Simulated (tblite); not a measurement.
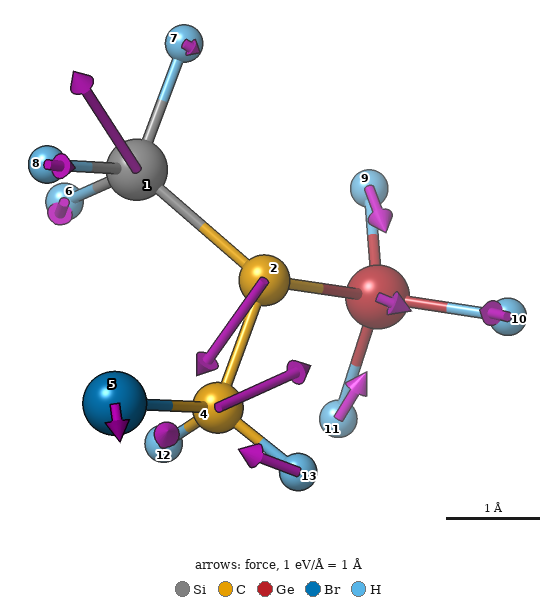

Starting geometry of C$_{2}$H$_{8}$BrGeSi (multiplicity 2) with the computed forces as purple arrows. Style: ball-and-stick. Shown at a tilt.

The calculation used tblite 0.8.0, GFN2-xTB geometry optimisation, gas phase. 

Q: Is this structure relaxed? If not, where do the atoms go?

A: It isn't relaxed: the largest force vector, on the Si atom, is 1.70 eV/Å. The final displacements have little in common with the starting forces (cosine between the two patterns 0.20). The largest move after the best rigid fit is that of the Br atom, 1.53 Å. Largest moves by element: Br 1.53 Å, H 1.40 Å, C 0.85 Å, Ge 0.35 Å, Si 0.20 Å. Among the contacts that change: Br–Si 3.443 → 4.010 Å, Br–C 1.934 → 2.093 Å, C–C 1.515 → 1.433 Å, Ge–H 1.561 → 1.499 Å. Among the angles between lasting bonds that change: Br–C–H 112.7° → 100.0°, Si–C–Ge 111.7° → 121.5°, C–C–H 106.8° → 116.3°. After 162 geometry steps the energy has fallen by 0.687 eV. Cost: 1.8 s on 1 thread of Arm Neoverse N1, on a shared host.
